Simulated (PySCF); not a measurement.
SMILES [O]S(=O)(=O)O, doublet at its CAM-B3LYP/def2-SVP optimised geometry (Å):

```
6

O     -1.0764     0.9714     0.0000
S     -0.3513    -0.3372     0.0000
O     -1.0772    -0.9714    -1.1436
O      1.0772    -0.3372     0.0000
O     -0.7841    -1.1158     1.3231
H     -1.7534    -1.1571     1.3885
```

Calculation: unrestricted CAM-B3LYP/def2-TZVP in PySCF. Cells within 0.4 Å of a nucleus heavier than hydrogen are left out (blank, or x).

Map of the spin density (e/bohr³) on the plane z = 0.0 Å:

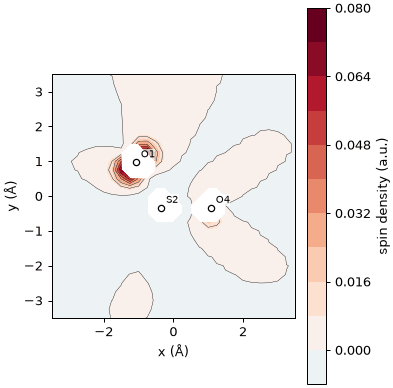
Figure. Spin density (e/bohr³) on the plane z = 0.0 Å.
